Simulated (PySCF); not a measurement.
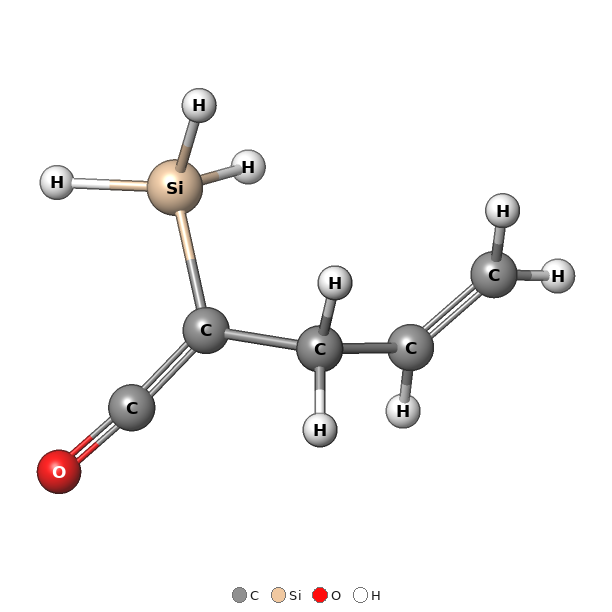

The computed structure is the end point of a GFN2-xTB optimisation. No frequency run is at hand to confirm it as a minimum. Method: CAM-B3LYP/def2-SVPD, gas phase (PySCF 2.14.0). Excitations: vertical, linear response.

What does the calculation give?

The species is C5H8OSi (`C=CCC([SiH3])=C=O`).
- dipole moment: 1.93 D
- HOMO energy (Kohn–Sham orbital): −8.19 eV
- LUMO energy (Kohn–Sham orbital): 0.08 eV
- HOMO–LUMO gap: 8.27 eV
- mean static polarisability: 89.0 bohr³
- lowest vertical singlet excitation: 3.85 eV
- its oscillator strength: 0.001
- brightest of the 8 lowest singlets: 7.43 eV
- its oscillator strength: 0.09

The geometry is semi-empirical. Around Si such bond lengths and angles can be off by a tenth of an ångström or more and by several degrees, and values that hang on the shape move with them.
